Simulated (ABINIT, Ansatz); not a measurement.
# Quasiparticle gap of YScB2O6 (R-3) in ABINIT, part 2 of 3

Wanted: ground state, empty states, screening and self-energy for YScB2O6 (R-3).

ABINIT 10.8.3; LDA and many-body steps on it, plane waves. Known limits of the many-body steps: not at the basis limit; no spin-orbit coupling; coarse k mesh.

So far. Step 2 (Ground state): The gap is direct, at (0.500, 0.500, 0.000).

**3. Bands along the symmetry lines**

Level of this step: DFT, LDA, plane waves, norm-conserving pseudopotentials (ABINIT).

The cheap functional maps the bands first; the places of the edges decide which points the dearer methods must see.

Input file run.abi:

```
acell 3*1.0 Angstrom
rprim 
  2.455259121368 1.417544514628 5.373024847406
  -2.455259121368 1.417544514628 5.373024847406
  0.000000000000 -2.835089029328 5.373024847387
ntypat 4
znucl 39 21 5 8
natom 10
typat 1 2 3 3 4 4 4 4 4 4
xred 
  0.500000000000 0.500000000000 0.500000000000
  0.000000000000 0.000000000000 0.000000000000
  0.255007000000 0.255007000000 0.255007000000
  0.744993000000 0.744993000000 0.744993000000
  0.233543000000 0.545880000000 0.981547000000
  0.981547000000 0.233543000000 0.545880000000
  0.545880000000 0.981547000000 0.233543000000
  0.018453000000 0.766457000000 0.454120000000
  0.454120000000 0.018453000000 0.766457000000
  0.766457000000 0.454120000000 0.018453000000
pp_dirpath "pseudos"
pseudos "Y.upf, Sc.upf, B.upf, O.upf"
ecut 36
iscf -2
irdden 1
kptopt 0
nkpt 31
kpt 
  0.00000000 0.00000000 0.00000000
  0.12500000 0.12500000 0.12500000
  0.25000000 0.25000000 0.25000000
  0.37500000 0.37500000 0.37500000
  0.50000000 0.50000000 0.50000000
  0.57173262 0.42826738 0.50000000
  0.64346525 0.35653475 0.50000000
  0.71519787 0.28480213 0.50000000
  0.78693050 0.21306950 0.50000000
  0.50000000 -0.21306950 0.21306950
  0.50000000 -0.15980212 0.15980212
  0.50000000 -0.10653475 0.10653475
  0.50000000 -0.05326738 0.05326738
  0.50000000 0.00000000 0.00000000
  0.37500000 0.00000000 0.00000000
  0.25000000 0.00000000 0.00000000
  0.12500000 0.00000000 0.00000000
  0.00000000 0.00000000 0.00000000
  0.08913369 -0.08913369 0.00000000
  0.17826738 -0.17826738 0.00000000
  0.26740106 -0.26740106 0.00000000
  0.35653475 -0.35653475 0.00000000
  0.64346525 0.00000000 0.35653475
  0.60759894 0.00000000 0.39240106
  0.57173262 0.00000000 0.42826738
  0.53586631 0.00000000 0.46413369
  0.50000000 0.00000000 0.50000000
  0.37500000 0.00000000 0.37500000
  0.25000000 0.00000000 0.25000000
  0.12500000 0.00000000 0.12500000
  0.00000000 0.00000000 0.00000000
istwfk *1
nband 39
nbdbuf 2
tolwfr 1e-08
nstep 40
prtwf 0
prtvol 0
indata_prefix "in"
outdata_prefix "out"
tmpdata_prefix "tmp"
```

Started as:

```console
$ OMP_NUM_THREADS=1 mpirun -n 4 abinit run.abi > log
```

Numbers of over 12 decimals in the logs are rounded to 6 here.

What it wrote:

```text
.Version 10.8.3 of ABINIT. v10.8.2 released Aug 2026.

 Symmetries : space group R-3 (#148); Bravais hR (rhombohedral)
[... echo of the input left out ...]
== DATASET  1 ==================================================================
-   mpi_nproc: 4, omp_nthreads: 1 (-1 if OMP is not activated)

--- !DatasetInfo
iteration_state: {dtset: 1, }
dimensions: {natom: 10, nkpt: 31, mband: 39, nsppol: 1, nspinor: 1, nspden: 1, mpw: 7863, }
cutoff_energies: {ecut:  36.0, pawecutdg:  -1.0, }
electrons: {nelect:   6.40000000E+01, charge:   0.00000000E+00, occopt:   1.00000000E+00, tsmear:   1.00000000E-02, }

 Real(R)+Recip(G) space primitive vectors, cartesian coordinates (Bohr,Bohr^-1):
 R(1)=  4.6397673  2.6787709 10.1535454  G(1)=  0.1077640  0.0622176  0.0328293
 R(2)= -4.6397673  2.6787709 10.1535454  G(2)= -0.1077640  0.0622176  0.0328293
 R(3)=  0.0000000 -5.3575418 10.1535454  G(3)=  0.0000000 -0.1244352  0.0328293
 Unit cell volume ucvol=  7.5718280E+02 bohr^3
 Angles (23,13,12)=  4.76757032E+01  4.76757032E+01  4.76757032E+01 degrees

 getcut: wavevector=  0.0000  0.0000  0.0000  ngfft=  64  64  64
         ecut(hartree)=     36.000   => boxcut(ratio)=   2.06454

--- Pseudopotential description ------------------------------------------------
- Y Generated using ONCVPSP code by D. R. Hamann
- 39.00000  11.00000  180309                  znucl, zion, pspdat
12 -1012 2 -1 1724                            pspcod,pspxc,lmax,lloc,mmax
     nproj     2     2     2
  pspatm : epsatm=   18.49213021
         --- l  ekb(1:nproj) -->
             0   10.120424    0.869710
             1    5.584292    0.424948
             2    1.196176    0.310479
 pspatm: atomic psp has been read  and splines computed

- Sc Generated using ONCVPSP code by D. R. Hamann
- 21.00000  11.00000  180309                  znucl, zion, pspdat
12 -1012 2 -1 1622                            pspcod,pspxc,lmax,lloc,mmax
     nproj     2     2     2
  pspatm : epsatm=   13.66101860
         --- l  ekb(1:nproj) -->
[...]
pspatm: atomic psp has been read  and splines computed

- B Generated using ONCVPSP code by D. R. Hamann
-  5.00000   3.00000  180309                  znucl, zion, pspdat
12 -1012 1 -1 1498                            pspcod,pspxc,lmax,lloc,mmax
     nproj     2     2     0
  pspatm : epsatm=    3.19369156
         --- l  ekb(1:nproj) -->
[...]
pspatm: atomic psp has been read  and splines computed

- O Generated using ONCVPSP code by D. R. Hamann
-  8.00000   6.00000  201201                  znucl, zion, pspdat
12 -1012 2 -1 926                             pspcod,pspxc,lmax,lloc,mmax
     nproj     2     2     1
  pspatm : epsatm=    6.27558587
         --- l  ekb(1:nproj) -->
[...]
2   -1.033686
 pspatm: atomic psp has been read  and splines computed

[...]
iteration_state: {dtset: 1, }
comment   : Summary of ground state results
lattice_vectors:
- [  4.6397673,   2.6787709,  10.1535454, ]
- [ -4.6397673,   2.6787709,  10.1535454, ]
- [  0.0000000,  -5.3575418,  10.1535454, ]
lattice_lengths: [  11.48032,   11.48032,   11.48032, ]
lattice_angles: [ 47.676,  47.676,  47.676, ] # degrees, (23, 13, 12)
lattice_volume:   7.5718280E+02
convergence: {deltae:  0.000E+00, res2:  0.000E+00, residm:  1.000E-08, diffor:  0.000E+00, }
etotal    :  -1.94853521E+02
entropy   :   0.00000000E+00
fermie    :   1.24673816E-01
cartesian_stress_tensor: null
pressure_GPa: null
xred      :
- [  5.0000E-01,   5.0000E-01,   5.0000E-01,  Y]
- [  0.0000E+00,   0.0000E+00,   0.0000E+00, Sc]
- [  2.5501E-01,   2.5501E-01,   2.5501E-01,  B]
- [  7.4499E-01,   7.4499E-01,   7.4499E-01,  B]
- [  2.3354E-01,   5.4588E-01,   9.8155E-01,  O]
- [  9.8155E-01,   2.3354E-01,   5.4588E-01,  O]
- [  5.4588E-01,   9.8155E-01,   2.3354E-01,  O]
- [  1.8453E-02,   7.6646E-01,   4.5412E-01,  O]
- [  4.5412E-01,   1.8453E-02,   7.6646E-01,  O]
- [  7.6646E-01,   4.5412E-01,   1.8453E-02,  O]
cartesian_forces: null
force_length_stats: {min: null, max: null, mean: null, }

 Integrated electronic density in atomic spheres:
 ------------------------------------------------
 Atom  Sphere_radius  Integrated_density
[...]
================================================================================

 ----iterations are completed or convergence reached----

 Mean square residual over all n,k,spin=   69.666E-10; max=  99.997E-10
 reduced coordinates (array xred) for   10 atoms
[...]
0.454120000000      0.018453000000      0.766457000000
       0.766457000000      0.454120000000      0.018453000000

 cartesian coordinates (angstrom) at end:
    1      0.000000    -3.6e-11     8.059537
    2      0.000000     0.000000     0.000000
    3     -0.000000    -1.836e-11     4.110477
[...]
9      1.069675    -1.503081     6.657339
   10      0.766868     1.677906     6.657339
 length scales=  1.889726125908  1.889726125908  1.889726125908 bohr
              =  1.000000000000  1.000000000000  1.000000000000 angstroms
 prteigrs : about to open file out_EIG
 Eigenvalues (hartree) for nkpt=  31  k points:
 kpt#   1, nband= 39, wtk=  1.00000, kpt=  0.0000  0.0000  0.0000 (reduced coord)
[...]
kpt#   2, nband= 39, wtk=  1.00000, kpt=  0.1250  0.1250  0.1250 (reduced coord)
[...]
kpt#   3, nband= 39, wtk=  1.00000, kpt=  0.2500  0.2500  0.2500 (reduced coord)
[...]
kpt#  30, nband= 39, wtk=  1.00000, kpt=  0.1250  0.0000  0.1250 (reduced coord)
[...]
0.30101    0.30412    0.30695    0.33018    0.34175    0.34364    0.36723
 kpt#  31, nband= 39, wtk=  1.00000, kpt=  0.0000  0.0000  0.0000 (reduced coord)
[...]
-0.06305   -0.05949   -0.05949   -0.03389   -0.03389    0.03133    0.03133    0.03758
   0.07923    0.07986    0.07986    0.08720    0.08720    0.11153    0.11540    0.11540
   0.30289    0.30289    0.30578    0.33328    0.33978    0.33978    0.36238

== END DATASET(S) ==============================================================
================================================================================

 -outvars: echo values of variables after computation  --------
            nband          39
             nkpt          31
          spgroup         148
 [... the other variables as echoed above ...]

 Calculation completed.
```

Run time: 2.1 min. Hardware: 4 MPI ranks of Arm Neoverse V1, shared host; peak memory 0.49 GiB.

This step gave:

```
gap                        : 4.393 eV
k of the valence top       : 0.5, 0, 0.5
k of the conduction bottom : 0.5, 0, 0.5
least direct gap           : 4.393 eV
```

The gap is 4.393 eV, as in the run before at this level.

The electronic bands at the labelled points (eV, zero at the top of the highest filled band):

```csv
point,band 29,band 30,band 31,band 32,band 33,band 34,band 35,band 36
Γ,-1.02,-0.36,-0.25,-0.25,4.85,4.85,4.93,5.68
T,-0.66,-0.66,-0.62,-0.62,4.95,4.96,4.96,5.81
H2,-1.01,-0.93,-0.20,-0.16,4.63,4.74,4.99,5.66
jump to H0,-1.01,-0.93,-0.20,-0.16,4.63,4.74,4.99,5.66
L,-1.11,-1.10,-0.29,-0.23,4.69,4.97,5.10,5.60
Γ,-1.02,-0.36,-0.25,-0.25,4.85,4.85,4.93,5.68
S0,-0.96,-0.86,-0.25,-0.12,4.62,4.76,4.96,5.59
jump to S2,-0.96,-0.86,-0.25,-0.12,4.62,4.76,4.96,5.59
F,-0.93,-0.86,-0.64,0.00,4.39,4.84,5.03,5.12
Γ,-1.02,-0.36,-0.25,-0.25,4.85,4.85,4.93,5.68
```

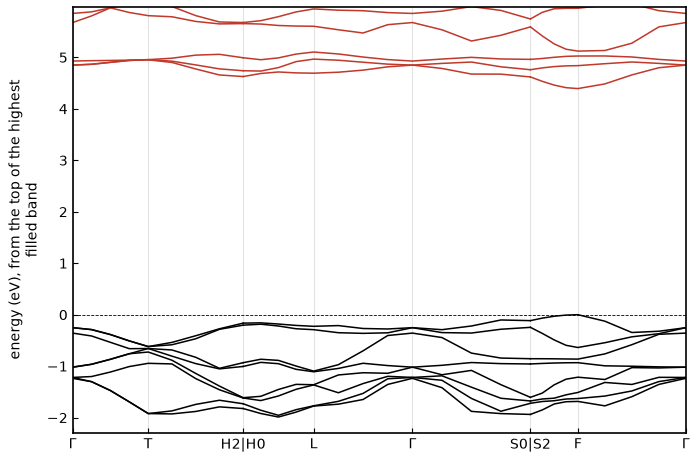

Electronic bands along the path; lines of filled and empty bands in two colours.

**4. Empty states on the mesh, 2×2×2 mesh, 234 bands**

The sums over transitions need many empty states on a uniform mesh; this step solves for them.

Input file run.abi:

```
acell 3*1.0 Angstrom
rprim 
  2.455259121368 1.417544514628 5.373024847406
  -2.455259121368 1.417544514628 5.373024847406
  0.000000000000 -2.835089029328 5.373024847387
ntypat 4
znucl 39 21 5 8
natom 10
typat 1 2 3 3 4 4 4 4 4 4
xred 
  0.500000000000 0.500000000000 0.500000000000
  0.000000000000 0.000000000000 0.000000000000
  0.255007000000 0.255007000000 0.255007000000
  0.744993000000 0.744993000000 0.744993000000
  0.233543000000 0.545880000000 0.981547000000
  0.981547000000 0.233543000000 0.545880000000
  0.545880000000 0.981547000000 0.233543000000
  0.018453000000 0.766457000000 0.454120000000
  0.454120000000 0.018453000000 0.766457000000
  0.766457000000 0.454120000000 0.018453000000
pp_dirpath "pseudos"
pseudos "Y.upf, Sc.upf, B.upf, O.upf"
ecut 36
ngkpt 2 2 2
nshiftk 1
shiftk 0 0 0
kptopt 1
chksymbreak 0
iscf -2
irdden 1
istwfk *1
nband 234
nbdbuf 20
tolwfr 1e-09
nstep 60
prtvol 0
indata_prefix "in"
outdata_prefix "out"
tmpdata_prefix "tmp"
```

What it wrote:

```text
.Version 10.8.3 of ABINIT. v10.8.2 released Aug 2026.

 Symmetries : space group R-3 (#148); Bravais hR (rhombohedral)
[... echo of the input left out ...]
== DATASET  1 ==================================================================
-   mpi_nproc: 4, omp_nthreads: 1 (-1 if OMP is not activated)

--- !DatasetInfo
iteration_state: {dtset: 1, }
dimensions: {natom: 10, nkpt: 4, mband: 234, nsppol: 1, nspinor: 1, nspden: 1, mpw: 7863, }
cutoff_energies: {ecut:  36.0, pawecutdg:  -1.0, }
electrons: {nelect:   6.40000000E+01, charge:   0.00000000E+00, occopt:   1.00000000E+00, tsmear:   1.00000000E-02, }

 Real(R)+Recip(G) space primitive vectors, cartesian coordinates (Bohr,Bohr^-1):
 R(1)=  4.6397673  2.6787709 10.1535454  G(1)=  0.1077640  0.0622176  0.0328293
 R(2)= -4.6397673  2.6787709 10.1535454  G(2)= -0.1077640  0.0622176  0.0328293
 R(3)=  0.0000000 -5.3575418 10.1535454  G(3)=  0.0000000 -0.1244352  0.0328293
 Unit cell volume ucvol=  7.5718280E+02 bohr^3
 Angles (23,13,12)=  4.76757032E+01  4.76757032E+01  4.76757032E+01 degrees

 getcut: wavevector=  0.0000  0.0000  0.0000  ngfft=  64  64  64
         ecut(hartree)=     36.000   => boxcut(ratio)=   2.06454

--- Pseudopotential description ------------------------------------------------
- Y Generated using ONCVPSP code by D. R. Hamann
- 39.00000  11.00000  180309                  znucl, zion, pspdat
12 -1012 2 -1 1724                            pspcod,pspxc,lmax,lloc,mmax
     nproj     2     2     2
  pspatm : epsatm=   18.49213021
         --- l  ekb(1:nproj) -->
             0   10.120424    0.869710
             1    5.584292    0.424948
             2    1.196176    0.310479
 pspatm: atomic psp has been read  and splines computed

- Sc Generated using ONCVPSP code by D. R. Hamann
- 21.00000  11.00000  180309                  znucl, zion, pspdat
12 -1012 2 -1 1622                            pspcod,pspxc,lmax,lloc,mmax
     nproj     2     2     2
  pspatm : epsatm=   13.66101860
         --- l  ekb(1:nproj) -->
[...]
pspatm: atomic psp has been read  and splines computed

- B Generated using ONCVPSP code by D. R. Hamann
-  5.00000   3.00000  180309                  znucl, zion, pspdat
12 -1012 1 -1 1498                            pspcod,pspxc,lmax,lloc,mmax
     nproj     2     2     0
  pspatm : epsatm=    3.19369156
         --- l  ekb(1:nproj) -->
[...]
pspatm: atomic psp has been read  and splines computed

- O Generated using ONCVPSP code by D. R. Hamann
-  8.00000   6.00000  201201                  znucl, zion, pspdat
12 -1012 2 -1 926                             pspcod,pspxc,lmax,lloc,mmax
     nproj     2     2     1
  pspatm : epsatm=    6.27558587
         --- l  ekb(1:nproj) -->
[...]
2   -1.033686
 pspatm: atomic psp has been read  and splines computed

[...]
1.64E-03  8.60E-04
 -1.6052E+00 -1.3484E+00 -8.3258E-01 -8.3258E-01 -8.3090E-01 -6.2538E-01
 -6.2310E-01 -6.2310E-01 -5.4964E-01 -5.1264E-01 -4.8869E-01 -4.8869E-01
 -4.6666E-01 -4.6666E-01 -7.6921E-02 -7.5950E-02 -6.3053E-02 -5.9492E-02
[...]
2.8417E+00  2.8417E+00  2.8467E+00  2.8823E+00  2.8950E+00  2.8950E+00
  2.9071E+00  2.9640E+00  2.9779E+00  2.9787E+00  2.9812E+00  3.0302E+00
 prteigrs : prtvol=0 or 1, do not print more k-points.

--- !ResultsGS
iteration_state: {dtset: 1, }
comment   : Summary of ground state results
lattice_vectors:
- [  4.6397673,   2.6787709,  10.1535454, ]
- [ -4.6397673,   2.6787709,  10.1535454, ]
- [  0.0000000,  -5.3575418,  10.1535454, ]
lattice_lengths: [  11.48032,   11.48032,   11.48032, ]
lattice_angles: [ 47.676,  47.676,  47.676, ] # degrees, (23, 13, 12)
lattice_volume:   7.5718280E+02
convergence: {deltae:  0.000E+00, res2:  0.000E+00, residm:  9.958E-10, diffor:  0.000E+00, }
etotal    :  -1.94853521E+02
entropy   :   0.00000000E+00
fermie    :   1.24673816E-01
cartesian_stress_tensor: null
pressure_GPa: null
xred      :
- [  5.0000E-01,   5.0000E-01,   5.0000E-01,  Y]
- [  0.0000E+00,   0.0000E+00,   0.0000E+00, Sc]
- [  2.5501E-01,   2.5501E-01,   2.5501E-01,  B]
- [  7.4499E-01,   7.4499E-01,   7.4499E-01,  B]
- [  2.3354E-01,   5.4588E-01,   9.8155E-01,  O]
- [  9.8155E-01,   2.3354E-01,   5.4588E-01,  O]
- [  5.4588E-01,   9.8155E-01,   2.3354E-01,  O]
- [  1.8453E-02,   7.6646E-01,   4.5412E-01,  O]
- [  4.5412E-01,   1.8453E-02,   7.6646E-01,  O]
- [  7.6646E-01,   4.5412E-01,   1.8453E-02,  O]
cartesian_forces: null
force_length_stats: {min: null, max: null, mean: null, }

 Integrated electronic density in atomic spheres:
 ------------------------------------------------
 Atom  Sphere_radius  Integrated_density
[...]
================================================================================

 ----iterations are completed or convergence reached----

 Mean square residual over all n,k,spin=   50.786E-11; max=  99.577E-11
 reduced coordinates (array xred) for   10 atoms
[...]
0.454120000000      0.018453000000      0.766457000000
       0.766457000000      0.454120000000      0.018453000000

 cartesian coordinates (angstrom) at end:
    1      0.000000    -3.6e-11     8.059537
    2      0.000000     0.000000     0.000000
    3     -0.000000    -1.836e-11     4.110477
[...]
9      1.069675    -1.503081     6.657339
   10      0.766868     1.677906     6.657339
 length scales=  1.889726125908  1.889726125908  1.889726125908 bohr
              =  1.000000000000  1.000000000000  1.000000000000 angstroms
 prteigrs : about to open file out_EIG
 Eigenvalues (hartree) for nkpt=   4  k points:
 kpt#   1, nband=234, wtk=  0.12500, kpt=  0.0000  0.0000  0.0000 (reduced coord)
[...]
2.75444    2.78568    2.79252    2.79252    2.82922    2.82922    2.84174    2.84174
   2.84673    2.88233    2.89498    2.89499    2.90711    2.96405    2.97794    2.97873
   2.98117    3.03016
 prteigrs : prtvol=0 or 1, do not print more k-points.

== END DATASET(S) ==============================================================
================================================================================

 -outvars: echo values of variables after computation  --------
            nband         234
             nkpt           4
          spgroup         148
 [... the other variables as echoed above ...]

 Calculation completed.
```

Wall time 2 min (4 MPI ranks); peak memory 0.56 GiB; 7.8 min of CPU time.

This step gave:

```yaml
gap: 4.393 eV
k_of_the_valence_top: 0.5, 0.5, 0
k_of_the_conduction_bottom: 0.5, 0.5, 0
least_direct_gap: 4.393 eV
k_points_computed: 4
lowest_point_of_the_top_converged_band_above_the_valence_top: 70.1006 eV
```

On this mesh the gap is 4.393 eV.

**5. Screening, 2×2×2 mesh, 214 bands, screening to 176.9 eV**

The RPA dielectric matrix is built and inverted for each q.

This step: RPA screening on LDA, plane waves, norm-conserving pseudopotentials.

run.abi: that of step 4 with these lines changed.

```diff
@@ -28,10 +28,11 @@
 chksymbreak 0
-iscf -2
-irdden 1
 istwfk *1
-nband 234
-nbdbuf 20
-tolwfr 1e-09
-nstep 60
-prtvol 0
+occopt 1
+irdwfk 1
+optdriver 3
+nband 214
+ecuteps 6.5
+inclvkb 2
+awtr 1
+symchi 1
 indata_prefix "in"
```

What it wrote:

```text
.Version 10.8.3 of ABINIT. v10.8.2 released Aug 2026.

 Symmetries : space group R-3 (#148); Bravais hR (rhombohedral)
[... echo of the input left out ...]
== DATASET  1 ==================================================================
-   mpi_nproc: 4, omp_nthreads: 1 (-1 if OMP is not activated)

--- !DatasetInfo
iteration_state: {dtset: 1, }
dimensions: {natom: 10, nkpt: 4, mband: 214, nsppol: 1, nspinor: 1, nspden: 1, mpw: 7863, }
cutoff_energies: {ecut:  36.0, pawecutdg:  -1.0, }
electrons: {nelect:   6.40000000E+01, charge:   0.00000000E+00, occopt:   1.00000000E+00, tsmear:   1.00000000E-02, }

 SCREENING: Calculation of the susceptibility and dielectric matrices

 Based on a program developped by R.W. Godby, V. Olevano, G. Onida, and L. Reining.
 Incorporated in ABINIT by V. Olevano, G.-M. Rignanese, and M. Torrent.
.Using double precision arithmetic ; gwpc =  8

[... cell and pseudopotentials left out ...]
--------------------------------------------------------------------------------

 ==== K-mesh for the wavefunctions ====
 Number of points in the irreducible wedge :     4
[... list of points left out ...]
 Together with  6 symmetry operations and time-reversal symmetry
 yields     8 points in the full Brillouin Zone.

 ==== Q-mesh for the screening function ====
 Number of points in the irreducible wedge :     4
[... list of points left out ...]
 Together with  6 symmetry operations and time-reversal symmetry
 yields     8 points in the full Brillouin Zone.

 setmesh: FFT mesh size selected  =    45x   45x   45
          total number of points  =        91125

 vcoul_init : cutoff-mode = AUXILIARY_FUNCTION
 q-points for optical limit:   1
     1)      0.000010    0.000020    0.000030

- screening: taking advantage of time-reversal symmetry
- Maximum band index for partially occupied states nbvw = 32
- Remaining bands to be divided among processors   nbcw = 182
- Number of bands treated by each node ~45

 Number of electrons calculated from density =   64.0000; Expected =   64.0000
 average of density, n =  0.084524
 r_s =    1.4135
 omega_plasma =   28.0443 [eV]

 calculating chi0 at frequencies [eV] :
  1    0.000000E+00    0.000000E+00
  2    0.000000E+00    2.804434E+01

--------------------------------------------------------------------------------
  q-point number  1        q = ( 0.000000, 0.000000, 0.000000) [r.l.u.]
--------------------------------------------------------------------------------
[... chi0 elements left out ...]
 For q-point:  0.000010 0.000020 0.000030
  dielectric constant =   3.5062
  dielectric constant without local fields =   3.8092

  Average fulfillment of the sum rule on Im[epsilon] for q-point    1 :     65.94  [%]
[... wings left out ...]
  q-point number  2        q = ( 0.500000, 0.000000, 0.000000) [r.l.u.]
--------------------------------------------------------------------------------
[... chi0 elements left out ...]
  Average fulfillment of the sum rule on Im[epsilon] for q-point    2 :     70.04  [%]

 [... 2 further q-points ...]
```

The job ended after 2.1 min (4 MPI ranks; peak memory 2.5 GiB).

Numbers from this step:

```yaml
eps_infinity_with_local_fields_on_this_mesh_along_the_program_s_q_direction: 3.506
the_same_without_local_fields: 3.809
plasma_frequency: 28.04 eV
plane_waves_in_the_screening_matrix: 605
```

Local fields lower ε∞ by 8 %. On a Γ-centred mesh this coarse the value itself is usually too large, while a short band sum pulls it down.

(Continued in part 3 of 3.)

[Paths, hosts, dates, memory and timing lines, banners, echoed tables and standing remarks are left out of the program output.]

[Logs are printed without paths, hosts, clocks, repeated set-up lines and the standing remarks that a program may print on its own settings, such as how far it seeks lower states.]

[Runs of the session that timed out or met a known fault of the program may be left out.]

[Hosts, paths, dates, database ids (printed as entryN), source tags and the programs' standing remarks are cut or masked in the printed files.]

[G0W0 gaps are taken among the corrected bands and points alone; a level outside them can change the order at an edge.]

[Where Ansatz stands beside ABINIT at settings called matched, ABINIT's density can come from a denser mesh and the files from another edition; pairs whose starting gaps differed by over 0.03 eV were left out, so agreement reads better than it is.]
